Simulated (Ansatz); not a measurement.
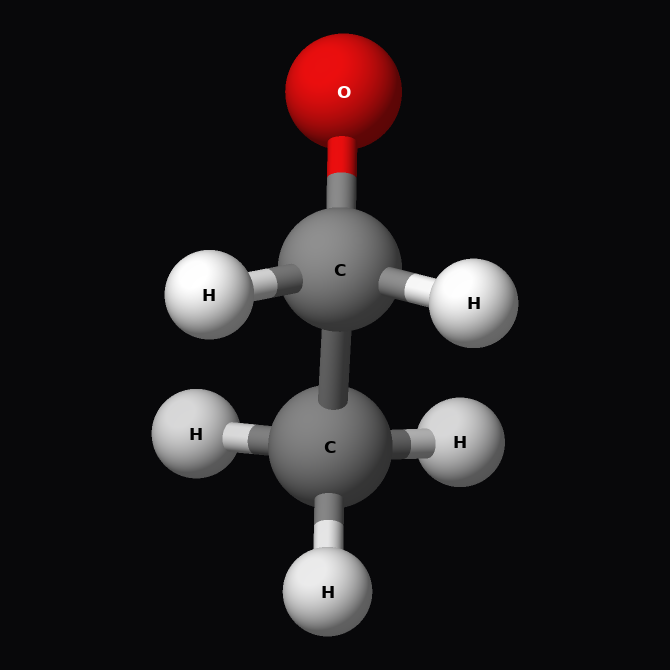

Rendered structure (ball-and-stick style). Every bond is drawn as one stick, whatever its order.

The species has charge −1 and is a spin singlet. Computed geometry: PBE0-D4/def2-TZVPD optimisation.

Question: Count the atoms of each element.

Answer: C₂H₅O⁻, 8 atoms: 2 carbon, 5 hydrogen and 1 oxygen.

Question: How many atoms are distinct by symmetry?

Answer: 6: 1 C, 1 C, 1 O, 1 H, 2 H, 2 H.

Question: Count the bonded pairs by element.

Answer: 5 C–H, 1 C–C, 1 C–O.

More results for the same structure follow; atom numbers are the same in all pictures, views and colours differ.

**Shape**

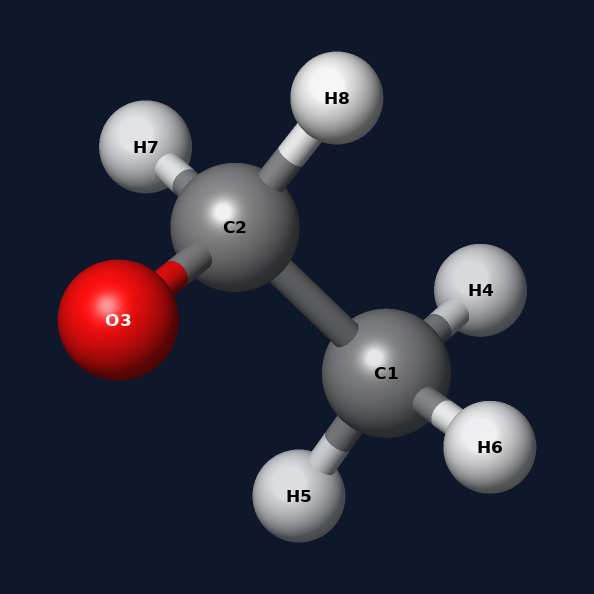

The atoms are numbered.

Question: Describe the coordination of atom 2.

Answer: C2 has 4 neighbours (C1 at 1.55, O3 at 1.33, H7 at 1.14, H8 at 1.14 Å); the arrangement is tetrahedral.

Question: How are the neighbours of atom 1 arranged?

Answer: C1 has 4 neighbours (C2 at 1.55, H4 at 1.10, H5 at 1.10, H6 at 1.10 Å); the arrangement is tetrahedral.

**Electronic properties**

Properties computed with RKS CAM-B3LYP-D4/def2-TZVPPD (Ansatz 0.2.0).

Question: Give the dispersion correction at this level.

Answer: −9.1 kJ/mol.

Question: What is the HOMO energy (Kohn–Sham orbital)?

Answer: −1.00 eV.

**Vibrations**

Harmonic vibrations computed with RKS PBE0-D4/def2-TZVPD (Ansatz 0.2.0) at a stationary point of the same level.

Question: How many vibrational modes are there, and where do they lie?

Answer: 18 modes: 280, 426, 767, 834, 1038, 1157, 1229, 1256, 1316, 1363, 1438, 1450, 1477, 2497, 2579, 2956, 3042, 3068 cm⁻¹.

**Thermal motion**

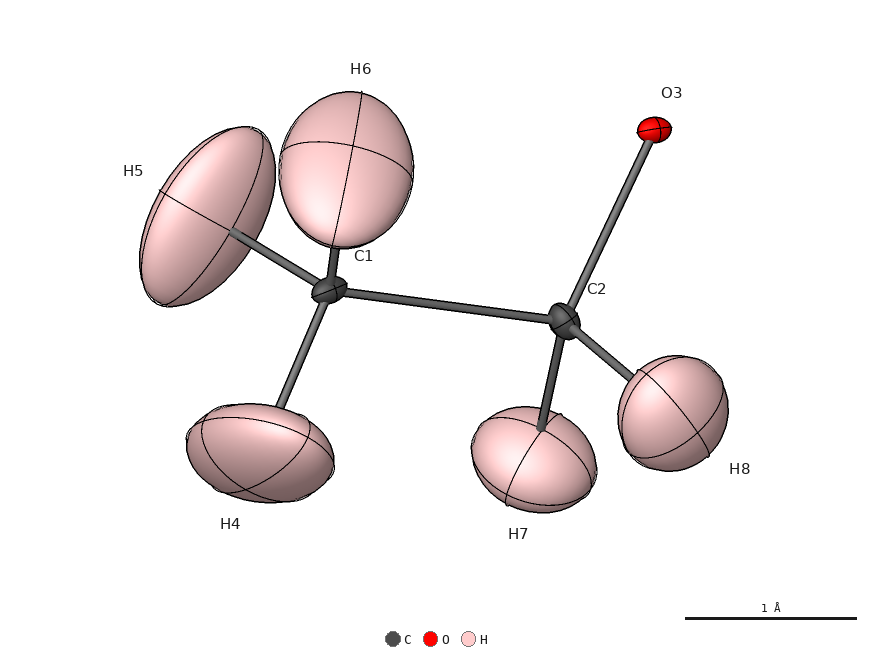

Displacement ellipsoids at the 50 % level, enlarged 2 times, from the internal vibrations of the free molecule (harmonic, no overall translation or rotation; no half-axis is drawn under 0.075 Å). Vibrations computed with RKS PBE0-D4/def2-TZVPD (Ansatz 0.2.0). Temperature: 298 K.

Give the displacement parameters, one line for each set of equivalent atoms.

```json
{"atom": "C1", "U_eq (Å²)": "0.00077", "rms amplitudes (Å)": "0.018, 0.022, 0.039"}
{"atom": "C2", "U_eq (Å²)": "0.0011", "rms amplitudes (Å)": "0.029, 0.031, 0.037"}
{"atom": "O3", "U_eq (Å²)": "0.00070", "rms amplitudes (Å)": "0.018, 0.022, 0.036"}
{"atom": "H4", "U_eq (Å²)": "0.0204", "rms amplitudes (Å)": "0.078, 0.131, 0.195"}
{"atom": "H5, H6", "U_eq (Å²)": "0.0191", "rms amplitudes (Å)": "0.073, 0.127, 0.190"}
{"atom": "H7, H8", "U_eq (Å²)": "0.0116", "rms amplitudes (Å)": "0.084, 0.113, 0.122"}
```
